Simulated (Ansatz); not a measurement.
# H2O3 (trioxidane) at 6 levels

Wanted: a comparison of 6 runs (PBE0/STO-3G, UPBE/STO-3G, wB97M-V/STO-3G, RPA@PBE/STO-3G, CCSDT/STO-3G, CCSDTQ/STO-3G) of H2O3 (trioxidane). 

Program for the calculation: Ansatz 0.2.0.

29 further runs of the same task are left out: 1 that didn't finish, 28 set aside as unsound or not needed.

## 1. The molecule

H2O3 has 5 atoms, charge 0, and is taken as a singlet. As SMILES, `OOO`. The H4–O1 distance was set to 1.458 Å, away from the relaxed value. At this shape a bond of the SMILES string is far longer than usual.

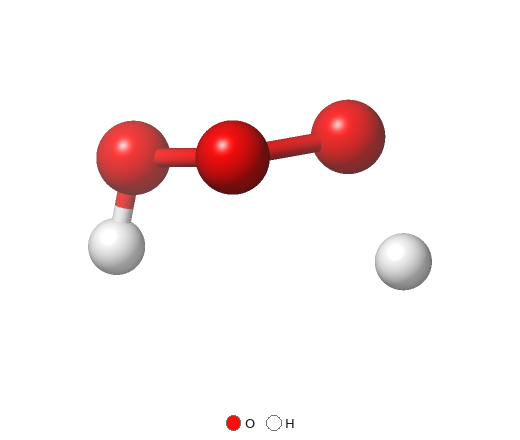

The structure, seen from a chosen angle (oxygen red, hydrogen white).

## 2. A single-point energy at PBE0/STO-3G (run 1)

in.yaml reads:

```yaml
crystal:
  periodic: [false, false, false]
  atoms:
    - symbol: O
      position_ang: [-0.786654, -1.038324, 0.141360]
    - symbol: O
      position_ang: [0.070336, -0.394704, 1.026330]
    - symbol: O
      position_ang: [1.373796, -0.402404, 0.541240]
    - symbol: H
      position_ang: [-1.378730, -0.001520, -0.695970]
    - symbol: H
      position_ang: [1.510706, 0.454496, 0.103520]
basis:
  gaussian:
    orbitals: STO-3G
accuracy: high
hamiltonian:
  xc: {name: PBE0}
total_charge: 0
```

Started as:

```
$ ansatz run in.yaml --threads 1 --pin off --max-ram 2610MiB --events-out events.jsonl --progress --plain --runs-dir runs
```

Standard output:

```text
Warning: RAYON_NUM_THREADS=1 ignored (pool sized by the plan → 1); use --threads N
Functional definition: PBE0
  name "PBE0"
  parameter a = 0.25
  parameter kappa = 0.804
  parameter beta = 0.06672455060314922
  exchange = (1 - a)*pbe_x(kappa = kappa, mu = beta*pi^2/3) + a*exact_x
  correlation = pbe_c(beta = beta)
296 factors; integrals over basis functions are off by at most 3.6e-8 eV
mean field evaluation 1: about -6076.3797 eV, gradient 1.4e1 eV
mean field evaluation 2: about -6076.2435 eV, gradient 1.7e1 eV
mean field evaluation 4: about -6077.0146 eV, gradient 1.6e0 eV
mean field evaluation 8: about -6077.0282 eV, gradient 7.0e-2 eV
mean field evaluation 16: about -6077.0282 eV, gradient 8.9e-8 eV
mean field -6077.02821444 eV, -223.3266677232 hartree, gradient 9.0e-8 eV, S^2 0.000000; 0 other end points of the search recorded, 0 dependent functions left out
reference -6077.02821556 eV, -223.3266677641 hartree; 13, 13 occupied and 4, 4 virtual orbitals, 296 factors
Total energy: -6077.02821556 eV, -223.3266677641 hartree
```

Run time: 1.2 s. Hardware: 1 thread of Intel Xeon Platinum 8259CL at 2.50GHz (Skylake/Cascade Lake), shared host; peak memory 0.11 GiB.

## 3. The energy at UPBE/STO-3G (run 2)

molecule.yaml reads:

```yaml
crystal:
  periodic: [false, false, false]
  atoms:
    - {symbol: O, position_ang: [-0.786654, -1.038324, 0.141360]}
    - {symbol: O, position_ang: [0.070336, -0.394704, 1.026330]}
    - {symbol: O, position_ang: [1.373796, -0.402404, 0.541240]}
    - {symbol: H, position_ang: [-1.378730, -0.001520, -0.695970]}
    - {symbol: H, position_ang: [1.510706, 0.454496, 0.103520]}
basis:
  gaussian:
    orbitals: STO-3G
accuracy: high
magnetization:
  spin_polarized: true
hamiltonian:
  xc: {name: PBE}
```

Started as:

```
$ ansatz run molecule.yaml --threads 1 --pin off --max-ram 2610MiB --events-out events.jsonl --progress --plain --runs-dir runs
```

Standard output:

```text
Warning: RAYON_NUM_THREADS=1 ignored (pool sized by the plan → 1); use --threads N
Functional definition: PBE
  name "PBE"
[... 2 set-up lines as earlier in the session ...]
  exchange = pbe_x(kappa = kappa, mu = beta*pi^2/3)
[... 1 set-up line as earlier in the session ...]
296 factors; integrals over basis functions are off by at most 3.6e-8 eV
mean field evaluation 1: about -6076.1152 eV, gradient 1.0e1 eV
mean field evaluation 2: about -6074.9104 eV, gradient 1.8e1 eV
mean field evaluation 4: about -6076.8201 eV, gradient 2.3e0 eV
mean field evaluation 8: about -6076.7892 eV, gradient 2.2e-1 eV
mean field evaluation 16: about -6076.7898 eV, gradient 3.9e-7 eV
mean field -6076.78976535 eV, -223.3179048805 hartree, gradient 4.4e-8 eV, S^2 0.000000; 0 other end points of the search recorded, 0 dependent functions left out
reference -6076.78976682 eV, -223.3179049347 hartree; 13, 13 occupied and 4, 4 virtual orbitals, 296 factors
Total energy: -6076.78976682 eV, -223.3179049347 hartree
```

Wall time 1.9 s (1 thread of Intel Xeon Platinum 8259CL at 2.50GHz (Skylake/Cascade Lake), shared host); peak memory 0.14 GiB.

Run 3 isn't shown in full; the table further down has it.

## 4. The energy at RPA@PBE/STO-3G (run 4)

molecule.yaml reads:

```yaml
crystal:
  periodic: [false, false, false]
  atoms:
    - symbol: O
      position_ang: [-0.786654, -1.038324, 0.141360]
    - symbol: O
      position_ang: [0.070336, -0.394704, 1.026330]
    - symbol: O
      position_ang: [1.373796, -0.402404, 0.541240]
    - symbol: H
      position_ang: [-1.378730, -0.001520, -0.695970]
    - symbol: H
      position_ang: [1.510706, 0.454496, 0.103520]
basis:
  gaussian:
    orbitals: STO-3G
correlation:
  method: rpa
  frozen_orbitals: {H: 0, O: 1}
hamiltonian:
  xc: pbe
accuracy: high
```

Started as:

```
$ ansatz run molecule.yaml --threads 1 --pin off --max-ram 2610MiB --events-out events.jsonl --progress --plain --runs-dir runs
```

Standard output:

```text
Warning: RAYON_NUM_THREADS=1 ignored (pool sized by the plan → 1); use --threads N
[... 6 set-up lines as earlier in the session ...]
296 factors; integrals over basis functions are off by at most 3.6e-8 eV
mean field evaluation 1: about -6076.1152 eV, gradient 1.5e1 eV
mean field evaluation 2: about -6076.0245 eV, gradient 1.5e1 eV
mean field evaluation 4: about -6076.6715 eV, gradient 5.6e0 eV
mean field evaluation 8: about -6076.7918 eV, gradient 1.0e-2 eV
mean field evaluation 16: about -6076.7898 eV, gradient 5.0e-6 eV
mean field -6076.78976535 eV, -223.3179048805 hartree, gradient 6.7e-8 eV, S^2 0.000000; 0 other end points of the search recorded, 0 dependent functions left out
3 core orbitals not correlated: weight in the atoms' cores, before any rotation towards them, 1.000 or more for the frozen orbitals, at most 0.000 for the correlated occupied ones
reference -6052.55504369 eV, -222.4272952864 hartree; 10, 10 occupied and 4, 4 virtual orbitals, 296 factors
Total energy: -6061.69211018 eV, -222.7630762867 hartree
```

Run time: 1.7 s. Hardware: 1 thread of Intel Xeon Platinum 8259CL at 2.50GHz (Skylake/Cascade Lake), shared host; peak memory 0.11 GiB.

Run 5 isn't shown in full; the table further down has it.

## 5. The energy at CCSDTQ/STO-3G (run 6)

run.yaml reads:

```yaml
basis:
  gaussian:
    orbitals: STO-3G
crystal:
  periodic: [false, false, false]
  atoms:
    - {symbol: O, position_ang: [-0.786654, -1.038324, 0.141360]}
    - {symbol: O, position_ang: [0.070336, -0.394704, 1.026330]}
    - {symbol: O, position_ang: [1.373796, -0.402404, 0.541240]}
    - {symbol: H, position_ang: [-1.378730, -0.001520, -0.695970]}
    - {symbol: H, position_ang: [1.510706, 0.454496, 0.103520]}
correlation:
  method: ccsdtq
  frozen_orbitals: {H: 0, O: 1}
accuracy: high
scf:
  omitted_lower_state_checks: [cluster_reference, increment]
```

Started as:

```
$ ansatz run run.yaml --threads 1 --pin off --max-ram 2610MiB --events-out events.jsonl --progress --plain --runs-dir runs
```

Standard output:

```text
Warning: RAYON_NUM_THREADS=1 ignored (pool sized by the plan → 1); use --threads N
[... 11 lines left out ...]
3 core orbitals not correlated: weight in the atoms' cores, before any rotation towards them, 1.000 or more for the frozen orbitals, at most 0.000 for the correlated occupied ones
[... 33 lines left out ...]
Total energy: -6059.45655744 eV, -222.6809212389 hartree
Checks for a lower state left out: cluster_reference, increment
```

It took 32 s on 1 thread of Intel Xeon Platinum 8259CL at 2.50GHz (Skylake/Cascade Lake), shared host; peak memory 0.19 GiB.

## 6. Overview of the runs

```csv
run,level,frozen core orbitals,energy (Eh),wall time
1,PBE0/STO-3G,–,-223.326668,1.2 s
2,UPBE/STO-3G,–,-223.317905,1.9 s
3,wB97M-V/STO-3G,–,-223.532568,20 s
4,RPA@PBE/STO-3G,3,-222.763076,1.7 s
5,CCSDT/STO-3G,3,-222.680317,0.77 s
6,CCSDTQ/STO-3G,3,-222.680921,32 s
```

## 7. Results

| quantity | value |
| --- | --- |
| run 6: total energy | -222.68092 Eh |
| run 6: correlation energy (3 core orbitals frozen) | -214.5 mEh |
| run 6: T1 diagnostic | 0.018 |

In words: Totals of different functionals can't be ranked against each other. In runs 5, 6 the log says that unrestricted orbitals would lower the reference, so the values rest on an unstable closed-shell determinant (other closed-shell runs at this shape may share the fault). In runs 1, 2, 3, 4, 5, 6 the basis is minimal, so the values are rough. All runs together took 57 s, the longest 32 s.
